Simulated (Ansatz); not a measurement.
## RbSmTe2 (R-3m): how robust is the cRPA U?

Wanted: the sensitivity and cost of U and J for RbSmTe2 (R-3m).

Program: Ansatz 0.2.0. Level of theory: constrained RPA on LDA, plane waves, PAW. Results are calculated unless marked as measured.

## 1. Set-up

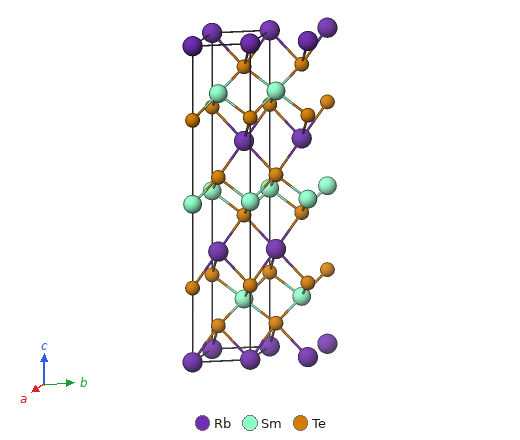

The cell as given, slightly off an axis (rubidium purple, samarium green, tellurium orange). 1×2×1 cells are drawn. This picture shows the conventional cell, with its axes. Bonds to atoms that aren't drawn are left out. Some periodic images of atoms are drawn too.

The cell and positions are those that the Materials Project relaxed with its own functionals (PBE, PBE+U or r2SCAN), kept fixed. Spin-orbit coupling is left out unless a step names it. The default PAW set here is soft_2. Its files were made with PBE.

## 2. Base: Sm f, bands v3 to c4, 4×4×4 mesh, medium accuracy

Constrained RPA screens the interaction with every transition except those inside the target bands, which a later many-body model would treat itself.

File input.yaml:

```yaml
crystal:
  lattice:
    - [-3.82854034, -3.82854034, -7.07858701]
    - [-3.82854034, -7.07858701, -3.82854034]
    - [-7.07858701, -3.82854034, -3.82854034]
  atoms:
    - { symbol: Rb, position: [0.0, 0.0, 0.0] }
    - { symbol: Sm, position: [0.5, 0.5, 0.5] }
    - { symbol: Te, position: [0.76530012, 0.76530012, 0.76530012] }
    - { symbol: Te, position: [0.23469988, 0.23469988, 0.23469988] }
kpoints:
  mp_grid: { grid: [8, 8, 8] }
hamiltonian:
  xc: lda
scf:
  occupations: { method: gaussian, width: 0.08 }
  n_extra_bands: 21
  max_iter: 150
output:
  crpa:
    kmesh: [4, 4, 4]
    target_bands: [v3, c4]
    projections: [{ species: Sm, l: f, shell: 4 }]
  local_orbitals:
    kmesh: [8, 8, 8]
    orbitals: [{ species: Sm, l: f, shell: 4 }]
    window: { bands: [v3, c4] }
    seedname: lo
```

The run is started by

```sh
> ansatz run input.yaml --threads 4 --pin off --max-ram 9216MiB --backend cpu --events-out ev --progress --plain --runs-dir out
```

Numbers of over 12 decimals in the logs are rounded to 6 here.

The program printed:

```text
Sm: projections on atomic orbitals take those of the free atom [Kr 4d10] 4f6 5s2 5p6 5d0 6s2, of charge +0.00 (hamiltonian.pseudopotentials.projection_atoms); the dataset's partial waves leave at most 1.0e-3 of an orbital's norm unspanned inside its sphere
scf.n_extra_bands = 21 over 29 filled bands (N_el = 57.0): the run solves 50 bands
Engine: ansatz 0.2.0, aarch64-unknown-linux-gnu
Pseudopotentials: kind: paw
Pseudopotential: Rb, paw, valence charge 9, recommended cutoff 420 eV (normal), Rb.paw.azcp
Pseudopotential: Sm, paw, valence charge 16, recommended cutoff 420 eV (normal), Sm.paw.azcp
Pseudopotential: Te, paw, valence charge 16, recommended cutoff 420 eV (normal), Te.paw.azcp
Functional definition: SPW92
  exchange = slater_x
  correlation = pw_c
Crystal: 4 atoms, lattice volume = 155.650 Å³
Basis set: ecut = 420 eV, 3077 PW (Γ)
Bands: 50, of which v1, the nominal top of the filled ones, is band 29 counted from 1 (28 counted from 0)
Symmetry: 12 space group operations
Space group: R-3m (ITA 166), of the structure as read, at distance tolerance 5.4e-5 Å
k-points: 65 of 512
Non-local potential: Rb, projectors of the file, l = 0: 3, l = 1: 2, l = 2: 2
Non-local potential: Sm, projectors of the file, l = 0: 3, l = 1: 2, l = 2: 2, l = 3: 3
Non-local potential: Te, projectors of the file, l = 0: 2, l = 1: 2, l = 2: 2, l = 3: 2
PAW form: soft (Blöchl's): semilocal exchange-correlation on the pseudo side does not see the compensation charge
PAW frozen core: Rb, regenerated for the run's functional, and the local potential with it (the file was generated under x = pbe(κ = 0.804, μ = 0.219515), c = pbe(β = 0.066725))
PAW frozen core: Sm, regenerated for the run's functional, and the local potential with it (the file was generated under x = pbe(κ = 0.804, μ = 0.219515), c = pbe(β = 0.066725))
PAW frozen core: Te, regenerated for the run's functional, and the local potential with it (the file was generated under x = pbe(κ = 0.804, μ = 0.219515), c = pbe(β = 0.066725))
PAW one-centre angular grid: Rb, 110 points (default); XC on 64 Gauss nodes
PAW one-centre angular grid: Sm, 590 points (default); XC on 64 Gauss nodes
PAW one-centre angular grid: Te, 590 points (default); XC on 64 Gauss nodes
Initial density: superposition of atomic densities (neutral atoms: chi_scale 0, normalization atom), corrected by the library's trained network
Initial wavefunctions: pseudopotential atomic-orbital guess
Functional: x = slater, c = lda
SCF iter   1: F=—  HF=-24874.181050 eV  |F-HF|=—  |Δ(HF+E_count)|=         —  Δρ=1.21e-2  dr2=2.76e-1  ethr=1.77e-3  ⟨swp⟩=6.0  Hψ=14628  notcnv=0  defer=499
preconditioner: auto → LDOS  [metal: Δε(μ)=0.000 eV  Ē_g=9.421 eV  σ=0.080 eV  W_gap=0.00  n_scr=30 (ndim 8)  ℏωp=15.5 eV  f_vac=0.075  D(μ)=67.46/eV (n_scr^D=1834)  β→1.0]
[...]
NSCF: frozen V_eff on 13 k-points
[...]
cRPA screening: q 1/64
cRPA screening: q 2/64
cRPA screening: q 8/64 (q-point 3)
cRPA screening: q 11/64 (q-point 6)
cRPA screening: q 17/64 (q-point 7)
cRPA screening: q 29/64 (q-point 8)
cRPA screening: q 35/64 (q-point 11)
cRPA screening: q 38/64 (q-point 22)
cRPA screening: q 40/64 (q-point 23)
cRPA screening: q 46/64 (q-point 24)
cRPA screening: q 52/64 (q-point 27)
cRPA screening: q 58/64 (q-point 28)
cRPA screening: q 64/64 (q-point 43)
SCF converged after 14 iterations
Free energy (F): -24874.163406 eV
Harris-Foulkes:  -24874.163406 eV  (|F-HF|=1.91e-8)
Internal energy: -24873.943134 eV  (E = F + TS)
E sigma→0 (E₀):  -24874.053270 eV
Entropy (-TS):   -0.220272 eV (-55.068 meV/atom)
Fermi energy:    6.687898 eV
--- Per-component energies (eV) ---
  E_band       = -708.636136
  E_kinetic    = 897.140285
  E_local      = -5841.670955  (includes V_loc(G=0)·N_el)
  E_nonlocal   = -39.384475
  E_hartree    = 2914.475407
  E_xc         = -554.343429
  E_vxc        = -541.770997  (∫ρ·V_xc dr)
  E_paw        = -17564.820312  (= ΣΔE_a)
  E_vpaw       = -1011.901311  (= ΣTr[D̂ρ^β])
  E_aug_tail   = -0.000385  (compensation charges beyond the density's cutoff)
  E_ewald      = -4687.957957
  E_core_change = 2.618687  (= ΣΔE_core)
  E_smearing   = -0.220272  (= −TS)
  E_closure    = 0.000000  (closes the sum)
  Σ components = -24874.163406   (vs F -24874.163406, Δ=0.00e0)
--- Band table (eV; the first three rows and the last of 65) ---
  k-point 0: bands = [... 25 lower, 5.9632, 6.6742, 6.6919, 6.6919, 6.7242, 7.0683, 7.1990, 7.1990, ... 17 higher]
  k-point 1: bands = [... 25 lower, 5.8891, 6.6787, 6.6913, 6.6916, 6.7237, 6.9068, 7.0183, 7.0658, ... 17 higher]
  k-point 2: bands = [... 25 lower, 5.7228, 6.6831, 6.6848, 6.6904, 6.7156, 6.7429, 6.8802, 6.9111, ... 17 higher]
  k-point 64: bands = [... 25 lower, 5.8945, 6.6668, 6.6913, 6.6913, 6.7242, 6.8349, 7.1276, 7.1276, ... 17 higher]
--- cRPA (band scheme, projected local orbitals): target bands 27..33 (1-based), 7 Wannier function(s), 4×4×4 mesh, 66 bands' worth read of 71 solved, ecut_chi 136.0 eV, v(q+G=0) probe_charge, pair densities all_electron ---
  bands read: the sum over 66 bands ends inside a degenerate multiplet in 4 slots, whose members it reads at an even weight; the widest, k=0: bands 66 to 67 (counted from 1) at 1/2 each
  χ-basis size per q: N_G = 550..587
  window electrons = 5.0000, filled by tetrahedron_uncorrected; constrained ε̄⁻¹(q = 0, 0) head = 0.147407; min gauge Gram eig = 0.5552
  Kanamori averages over each shell's own Wannier functions (sites counted from 0, functions from 1):
    Site 1, 4F, 7 of 7 f orbitals (Wannier functions 1, 2, 3, 4, 5, 6, 7; wannier90's mr 1, 2, 3, 4, 5, 6, 7):
      screened: U = 3.0749 eV, U' = 2.0463 eV, J = 0.5071 eV
      screened f-shell averages: U_bar = F0 = 2.1932 eV, J_bar = 0.6541 eV
      screened, to within: U = 5.4e-3 eV, U' = 5.4e-3 eV, J = 8.3e-4 eV
      screened f-shell averages, to within: U_bar = 4.0e-3 eV, J_bar = 1.1e-3 eV
      bare: V = 26.0580 eV, V' = 24.5535 eV, J = 0.7013 eV
      bare f-shell averages: V_bar = F0 = 24.7684 eV, J_bar = 0.9162 eV
  Hermiticity witness max|P − P†| over intra, direct and exchange elements: 1.78e-14 eV (screened), 3.55e-15 eV (bare)
  Reality witness max|Im| over intra, direct and exchange elements: 1.15e-12 eV (screened), 1.20e-17 eV (bare)
```

The job ended after 24 min (4 threads of Arm Neoverse V2, shared host; peak memory 1.8 GiB).

In the SCF lines HF is the Harris–Foulkes energy and dr2 the Hartree energy of the density residual, in eV; the loop may stop once dr2 is under the threshold and the program's other checks hold. Hψ counts applications of the Hamiltonian.

Numbers from this step:

* U: 3.075 eV
* U prime (inter-orbital): 2.046 eV
* J: 0.5071 eV
* bare V: 26.06 eV
* bare J: 0.7013 eV
* stated bound on U: 0.005365 eV
* U over bare V: 0.1180
* electrons in the window: 5.000
* head of the constrained inverse dielectric matrix: 0.1474
* least eigenvalue of the projection's overlap: 0.5552
* target functions: 7
* bands in the sums: 66
* r.m.s. miss of the model bands: 0.001810 eV
* width of the target bands: 0.5477 eV
* weight of the projected orbitals in the window: 0.9271

On the Sm f shell, screening brings the on-site interaction from 26.1 eV down to U = 3.07 eV.

## 3. Changed: 2×2×2 mesh

Changes to input.yaml since step 2:

```diff
@@ -20,9 +20,4 @@
   crpa:
-    kmesh: [4, 4, 4]
+    kmesh: [2, 2, 2]
     target_bands: [v3, c4]
     projections: [{ species: Sm, l: f, shell: 4 }]
-  local_orbitals:
-    kmesh: [8, 8, 8]
-    orbitals: [{ species: Sm, l: f, shell: 4 }]
-    window: { bands: [v3, c4] }
-    seedname: lo
```

The program printed:

```text
[...]
Crystal: 4 atoms, lattice volume = 155.650 Å³
Basis set: ecut = 420 eV, 3077 PW (Γ)
Bands: 50, of which v1, the nominal top of the filled ones, is band 29 counted from 1 (28 counted from 0)
[... 1 set-up line as in the run before ...]
[...]
k-points: 65 of 512
[...]
SCF iter   1: F=—  HF=-24874.181050 eV  |F-HF|=—  |Δ(HF+E_count)|=         —  Δρ=1.21e-2  dr2=2.76e-1  ethr=1.77e-3  ⟨swp⟩=6.0  Hψ=14628  notcnv=0  defer=499
[...]
SCF iter  14: F=-24874.163406 eV  HF=-24874.163406 eV  |F-HF|=1.91e-8  |Δ(HF+E_count)|=   2.74e-8  Δρ=4.22e-6  dr2=1.08e-8  ethr=1.75e-10  ⟨swp⟩=10.4  Hψ=14659  notcnv=0
SCF 1 converged in 14 iterations: F = -24874.163406 eV  dr2 = 1.08e-8
[...]
NSCF: frozen V_eff on 4 k-points
[...]
cRPA screening: q 1/8
cRPA screening: q 2/8
cRPA screening: q 5/8 (q-point 4)
cRPA screening: q 8/8
SCF converged after 14 iterations
Free energy (F): -24874.163406 eV
[...]
Internal energy: -24873.943134 eV  (E = F + TS)
E sigma→0 (E₀):  -24874.053270 eV
Entropy (-TS):   -0.220272 eV (-55.068 meV/atom)
Fermi energy:    6.687898 eV
[...]
--- Band table (eV; the first three rows and the last of 65) ---
  k-point 0: bands = [... 25 lower, 5.9632, 6.6742, 6.6919, 6.6919, 6.7242, 7.0683, 7.1990, 7.1990, ... 17 higher]
  k-point 1: bands = [... 25 lower, 5.8891, 6.6787, 6.6913, 6.6916, 6.7237, 6.9068, 7.0183, 7.0658, ... 17 higher]
  k-point 2: bands = [... 25 lower, 5.7228, 6.6831, 6.6848, 6.6904, 6.7156, 6.7429, 6.8802, 6.9111, ... 17 higher]
  k-point 64: bands = [... 25 lower, 5.8945, 6.6668, 6.6913, 6.6913, 6.7242, 6.8349, 7.1276, 7.1276, ... 17 higher]
[...]
χ-basis size per q: N_G = 550..587
[...]
screened: U = 2.9654 eV, U' = 1.9850 eV, J = 0.4754 eV
      screened f-shell averages: U_bar = F0 = 2.1250 eV, J_bar = 0.6155 eV
      screened, to within: U = 7.2e-3 eV, U' = 7.1e-3 eV, J = 8.2e-4 eV
      screened f-shell averages, to within: U_bar = 5.7e-3 eV, J_bar = 1.1e-3 eV
      bare: V = 25.5969 eV, V' = 24.1232 eV, J = 0.6876 eV
      bare f-shell averages: V_bar = F0 = 24.3337 eV, J_bar = 0.8981 eV
[...]
```

Wall time 86 s (4 threads); peak memory 1.6 GiB.

This step gave:

* U: 2.965 eV
* U prime (inter-orbital): 1.985 eV
* J: 0.4754 eV
* bare V: 25.60 eV
* bare J: 0.6876 eV
* stated bound on U: 0.007116 eV
* U over bare V: 0.1159
* electrons in the window: 5.000
* head of the constrained inverse dielectric matrix: 0.1468
* least eigenvalue of the projection's overlap: 0.5552
* target functions: 7
* bands in the sums: 66
* width of the target bands: 0.5477 eV
* weight of the projected orbitals in the window: 0.9271

On the Sm f shell, screening brings the on-site interaction from 25.6 eV down to U = 2.97 eV.

## 4. Changed: a hybrid parent, which the program doesn't serve

This step: constrained RPA on HSE06, plane waves, PAW.

Changes to input.yaml since step 3:

```diff
@@ -13,3 +13,3 @@
 hamiltonian:
-  xc: lda
+  xc: hse06
 scf:
@@ -20,3 +20,3 @@
   crpa:
-    kmesh: [2, 2, 2]
+    kmesh: [4, 4, 4]
     target_bands: [v3, c4]
```

The program printed:

```text
Error: output.crpa with hamiltonian.xc: <hybrid> — the cRPA pass is not lent the exchange term, and with exact exchange the velocity is complete only between two filled bands or a filled and an empty one, where its q→0 head needs it between a partly filled band and a filled or an empty one too; use an LDA or GGA functional, or a τ-reading meta-GGA without exact exchange such as r2scan
```

Elapsed: 0.02 s, on 4 threads; peak memory 0.032 GiB.

The input was rejected at the start.

The program's message: “Error: output.crpa with hamiltonian.xc: <hybrid> — the cRPA pass is not lent the exchange term, and with exact exchange the velocity is complete only between two filled bands or a filled and an empty …”

The fault put into this input: a hybrid parent, which the program doesn't serve.

## 5. Side by side

Times are wall times on 4 threads of Arm Neoverse V2, shared host, good to a factor of about two.

| run | bare V (eV) | U (eV) | J (eV) | bound on U (eV) | width (eV) | time |
| --- | --- | --- | --- | --- | --- | --- |
| target window | 26.06 | 3.075 | 0.507 | 0.0054 | 0.55 | 24 min |
| 2×2×2 mesh | 25.60 | 2.965 | 0.475 | 0.0071 | 0.55 | 86 s |

## 6. Results

```
target window : U 3.07 eV, J 0.51 eV
2×2×2 mesh    : U 2.97 eV, J 0.48 eV
```

What this shows: 2×2×2 mesh moves U by −0.11 eV at 0.061 times the time. The printed bound covers the solver alone, not the mesh, and no denser mesh than the base was run. The parent state is non-magnetic and the interaction static (zero frequency); U depends on the window and the orbitals, so it belongs to this model alone.

[Paths, hosts, dates, memory and timing lines, banners, echoed tables and standing remarks are left out of the program output.]

[Logs are printed without paths, hosts, clocks, repeated set-up lines and the standing remarks that a program may print on its own settings, such as how far it seeks lower states.]

[Runs of the session that timed out or met a known fault of the program may be left out.]

[Hosts, paths, dates, database ids (printed as entryN), source tags and the programs' standing remarks are cut or masked in the printed files.]
